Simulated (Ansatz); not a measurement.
One crystal and one scan (scan of one atom of the cell) at two levels, PBE (plane waves to 420 eV, PAW, scalar-relativistic; Ansatz, a quantum-chemistry and plane-wave program) and r2SCAN (plane waves to 500 eV, PAW, scalar-relativistic; Ansatz), each from its own relaxed cell and on its own mesh. The cell shown is that of PBE.

Starting cell, CsPbBr3 (cubic perovskite):

```yaml
crystal:
  lattice:
    - [6.00277, 0.00000, 0.00000]
    - [0.00000, 6.00277, 0.00000]
    - [0.00000, 0.00000, 6.00277]
  atoms:
    - { symbol: Cs, position: [0.00000, 0.00000, 0.00000] }
    - { symbol: Pb, position: [0.50000, 0.50000, 0.50000] }
    - { symbol: Br, position: [0.00000, 0.50000, 0.50000] }
    - { symbol: Br, position: [0.50000, 0.50000, 0.00000] }
    - { symbol: Br, position: [0.50000, 0.00000, 0.50000] }
```

In each cell atom 4 (Br, nearest neighbour Pb at 3.001 Å; its periodic images, 6.0 Å or more away, move with it) moves by s·(0.577, 0.577, 0.577) (along Cartesian [111]), the rest being held.

The energy includes the smearing's −TS. CsPbBr3 was relaxed with its symmetry unable to fall. Spin-orbit coupling is left out, though Pb is heavy. The PAW data are Ansatz's earlier set. This is a high-temperature form of CsPbBr3. Percentages come from the unrounded values.

| quantity | PBE | r2SCAN | PBE − r2SCAN |
|---|---|---|---|
| Lattice constant a (Å) | 6.003 | 5.938 | +0.065 (+1.1 %) |
| Band gap of the relaxed cell, no spin-orbit coupling (eV) | 1.79 | 2.05 | -0.26 (-12 %) |
| Force constant k = d²E/ds² at s = 0 (finite differences) (eV/Å²) | 0.66 | 0.79 | -0.13 (-17 %) |

PBE gives the higher value for: lattice constant a. PBE gives the lower value for: band gap of the relaxed cell, no spin-orbit coupling; force constant k = d²E/ds² at s = 0. Both give the same shape of the curve: a single well with its minimum at or next to zero displacement.

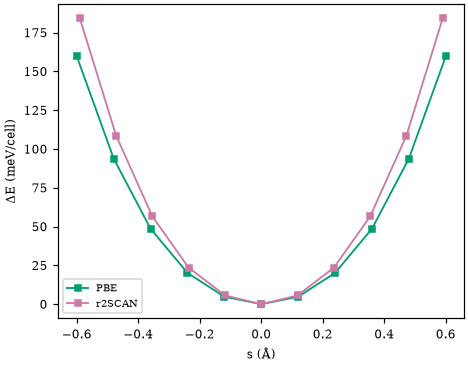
ΔE, each from the undisplaced structure of its own level.

(A displaced cell: forces are minus the slopes of the energy, force constants its curvatures, and phonons follow from these.)
